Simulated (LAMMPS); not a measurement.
Simulation of Ni (fcc), 2048 atoms, at 2070 K and 0 GPa, heated as the crystal.

Computed with classical MD, pair style adp, file Ni.adp (LAMMPS).

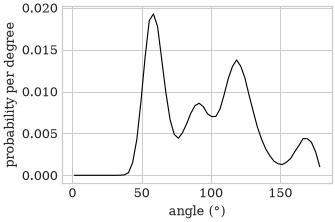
*Probability per degree against angle (°)*

Read from the full data:
- state found: crystal; no diffusion seen in 30 ps
- most common Ni-Ni-Ni angle: at the 3° bin centred on 58.5°, after smoothing over three bins (mean of all 97°)

Caution: this crystal lies over the melting point of about 1800 K that EAM-type Ni.adp gives, so it is superheated.
